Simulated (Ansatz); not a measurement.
**RbLi (SMILES [Li][Rb]): PBE0/def2-TZVPP (core potential)**

Aim: the vertical ionisation energy of RbLi at PBE0/def2-TZVPP (core potential), from 2 runs. 

The results are computed with Ansatz 0.2.0.

1 further run of the same task is left out (set aside as unsound or not needed).

### Step 1. Starting point

The species is RbLi (2 atoms), meant as a singlet with charge 0. SMILES: `[Li][Rb]`. Geometry: relaxed at PBE0-D4/def2-TZVP.

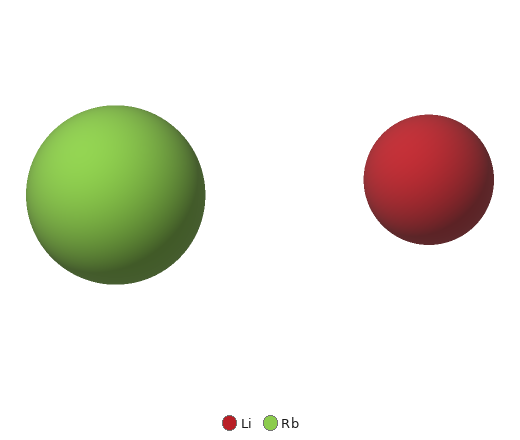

The structure, seen from a chosen angle (lithium red, rubidium green).

### Step 2. A single-point energy at PBE0/def2-TZVPP (core potential)

input.yaml reads:

```yaml
basis:
  gaussian: {orbitals: def2-TZVPP}
crystal:
  periodic: [false, false, false]
  atoms:
    - {symbol: Li, position_ang: [-0.000000, 0.000000, -0.201360]}
    - {symbol: Rb, position_ang: [0.000000, -0.000000, 3.351730]}
hamiltonian: {xc: pbe0}
accuracy: high
output: {orbitals: {seedname: orbitals}}
```

Launch:

```
$ ansatz run input.yaml --threads 1 --pin off --max-ram 3480MiB --events-out events.jsonl --progress --plain --runs-dir runs
```

Output:

```text
Warning: RAYON_NUM_THREADS=1 ignored (pool sized by the plan → 1); use --threads N
Functional definition: PBE0
  name "PBE0"
  parameter a = 0.25
  parameter kappa = 0.804
  parameter beta = 0.06672455060314922
  exchange = (1 - a)*pbe_x(kappa = kappa, mu = beta*pi^2/3) + a*exact_x
  correlation = pbe_c(beta = beta)
819 factors; integrals over basis functions are off by at most 3.2e-9 eV
mean field evaluation 1: about -858.9246 eV, gradient 5.2e0 eV
mean field evaluation 2: about -858.9550 eV, gradient 4.5e0 eV
mean field evaluation 4: about -859.0959 eV, gradient 4.1e-1 eV
mean field evaluation 8: about -859.0958 eV, gradient 2.4e-2 eV
mean field evaluation 16: about -859.0958 eV, gradient 1.0e-6 eV
mean field -859.09584359 eV, -31.5711899358 hartree, gradient 2.4e-8 eV, S^2 0.000000; 0 other end points of the search recorded, 0 dependent functions left out
reference -859.09584588 eV, -31.5711900200 hartree; 6, 6 occupied and 53, 53 virtual orbitals, 819 factors
Total energy: -859.09584588 eV, -31.5711900200 hartree
```

Run time: 3.3 s. Hardware: 1 thread of Arm Neoverse V2, shared host; peak memory 0.17 GiB.

### Step 3. The doublet cation at the same level

run.yaml reads:

```yaml
crystal:
  periodic: [false, false, false]
  atoms:
    - symbol: Li
      position_ang: [-0.000000, 0.000000, -0.201360]
    - symbol: Rb
      position_ang: [0.000000, -0.000000, 3.351730]
basis:
  gaussian:
    orbitals: def2-TZVPP
magnetization:
  spin_polarized: true
  initial_magnetization: 1
total_charge: 1
output: {orbitals: {seedname: orbitals}}
hamiltonian:
  xc: {name: PBE0}
accuracy: high
```

Launch:

```
$ ansatz run run.yaml --threads 1 --pin off --max-ram 3480MiB --events-out events.jsonl --progress --plain --runs-dir runs
```

Output:

```text
Warning: RAYON_NUM_THREADS=1 ignored (pool sized by the plan → 1); use --threads N
Functional definition: PBE0
  name "PBE0"
  parameter a = 0.25
  parameter kappa = 0.804
  parameter beta = 0.06672455060314922
  exchange = (1 - a)*pbe_x(kappa = kappa, mu = beta*pi^2/3) + a*exact_x
  correlation = pbe_c(beta = beta)
819 factors; integrals over basis functions are off by at most 3.2e-9 eV
mean field evaluation 1: about -854.5827 eV, gradient 2.8e0 eV
mean field evaluation 2: about -854.6502 eV, gradient 9.6e-1 eV
mean field evaluation 4: about -854.6594 eV, gradient 2.1e-1 eV
mean field evaluation 8: about -854.6607 eV, gradient 7.6e-4 eV
mean field evaluation 16: about -854.6607 eV, gradient 3.2e-8 eV
mean field -854.66065081 eV, -31.4081996074 hartree, gradient 3.2e-8 eV, S^2 0.750031; 0 other end points of the search recorded, 0 dependent functions left out
reference -854.66065521 eV, -31.4081997691 hartree; 6, 5 occupied and 53, 54 virtual orbitals, 819 factors
Total energy: -854.66065521 eV, -31.4081997691 hartree
```

Run time: 4.2 s. Hardware: 1 thread of Arm Neoverse V2, shared host; peak memory 0.24 GiB.

### Step 4. What came out

Level: PBE0/def2-TZVPP (core potential).

| quantity | value |
| --- | --- |
| singlet RbLi: total energy | -31.57119 Eh |
| singlet RbLi: HOMO energy | -3.19 eV |
| singlet RbLi: LUMO energy | -1.26 eV |
| singlet RbLi: HOMO–LUMO gap | 1.93 eV |
| doublet cation: total energy | -31.40820 Eh |
| doublet cation: HOMO energy (highest over α and β) | -8.06 eV |
| doublet cation: LUMO energy (lowest over α and β) | -5.35 eV |
| doublet cation: ⟨S²⟩ | 0.750 |
| vertical ionisation energy (to the doublet cation) | 4.435 eV |

In words: Removing an electron at fixed nuclei costs 4.44 eV (102 kcal/mol). −ε(HOMO) before ionisation, 3.19 eV, is 1.24 eV below this ionisation energy.
